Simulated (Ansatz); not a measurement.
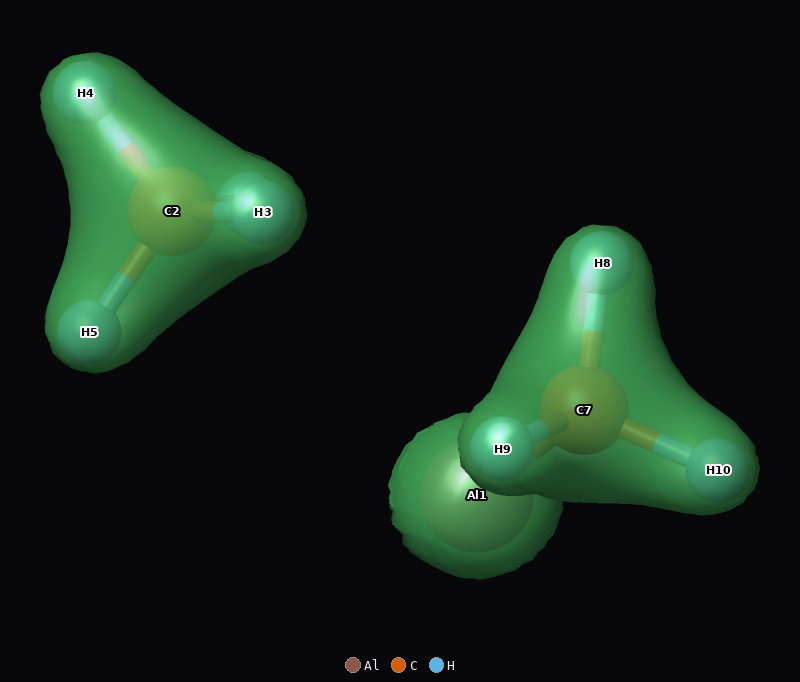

The picture shows: CH₃Al···CH₄. Isosurface of the total electron density at 0.8 e/Å³ (green), seen at an oblique angle.

These are results of RKS PBE0-D4/6-31G* in Ansatz, not measurements.

```xyz
10

Al    0.3005    0.8332   -1.3550
C     1.2222   -0.0650    1.5463
H     0.1590   -0.3055    1.4770
H     1.6514   -0.5752    2.4135
H     1.3579    1.0140    1.6597
H     1.7527   -0.4045    0.6416
C    -1.4416   -0.0014   -0.8200
H    -1.3412   -1.0394   -0.4711
H    -1.9408    0.5616   -0.0168
H    -2.1361   -0.0177   -1.6749
```

> Which contacts does the surface bridge?

At this value the surface falls into three separate pieces. It bridges the sampled C–H (1.09 Å) contacts, where the density stays above the isovalue. It is pinched off along the sampled C···Al (3.17 Å) and C–Al (2.00 Å) contacts. On the grid the lowest density along these lines, outside the cores, is 0.06 e/Å³ (C···Al, 3.17 Å), 0.55 e/Å³ (C–Al, 2.00 Å) and 1.8 e/Å³ (C–H, 1.09 Å).
